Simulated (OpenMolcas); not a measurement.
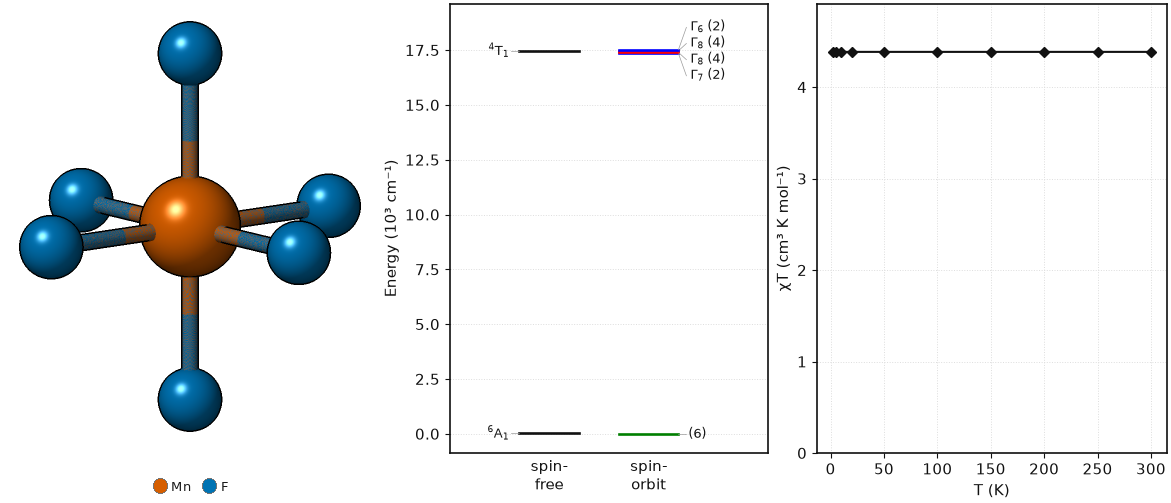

Mn²⁺ (3d⁵) as a dopant in LiF, a cluster with its 6 nearest F⁻ at 2.004 Å (octahedron) embedded in model potentials and point charges; the geometry was set, not optimised, and its levels and susceptibility. Labels give the representation in O, Td, D4 or D3 as the site allows (double group for half-integer spin) where it could be assigned and, in brackets, the degeneracy; spin-free states, where drawn, share the zero of the spin-orbit levels. Computed with OpenMolcas: state-averaged SS-CASPT2, IPEA shift 0.25, imaginary shift 0.1 hartree, closed shells 3s 3p correlated, active space 5 electrons in the shell 3d, basis ANO-RCC-VDZP on all atoms, DKH2 scalar Hamiltonian, spin-orbit coupling by RASSI with atomic mean-field integrals. Powder susceptibility by Van Vleck's formula.

Describe the ground state and the low levels.

The ground level is 6-fold degenerate, 100 % from states of spin multiplicity 6. The next level lies at 17,400 cm⁻¹ (Γ₇). The lowest spin-free state is ⁶A₁, from the free-ion S term. χT is 4.39 cm³ K mol⁻¹ at 2 K and 4.39 at 300 K, an effective moment of 5.92 μB.

Caveat: small active space favours high spin, ground spin may be wrong; the geometry is set by hand, with no relaxation and no charge compensation.
